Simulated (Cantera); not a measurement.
A closed system holds: 1 mol Si₃N₄, 6.3 mol F₂, 6.1 mol N₂, at 0.230 bar.

Equilibrium computed with Cantera from the NASA thermochemical tables; the gas is ideal and each condensed phase is pure. Candidate condensed phases: Si, Si₃N₄; 16 gas species. Rates play no part.

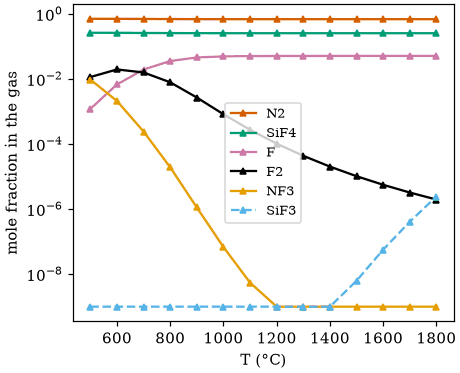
*Equilibrium gas composition (values under 1e-9 drawn at 1e-9)*

From 500 °C to 1800 °C nothing is condensed. The main Si-bearing gas is SiF₄ throughout.
